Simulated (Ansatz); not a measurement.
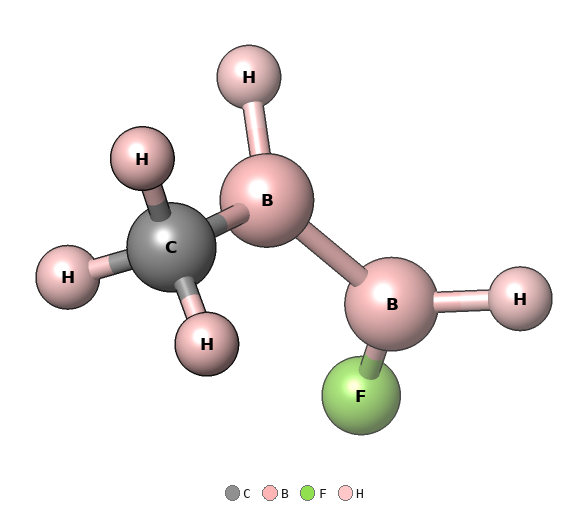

Orthographic view. Atoms fade into the background with distance from the viewer. Computed geometry: PBE-D4/def2-SVP optimisation. No frequency run is at hand to confirm it as a minimum.

Give the standard InChI.

InChI=1S/CH5B2F/c1-2-3-4/h2-3H,1H3
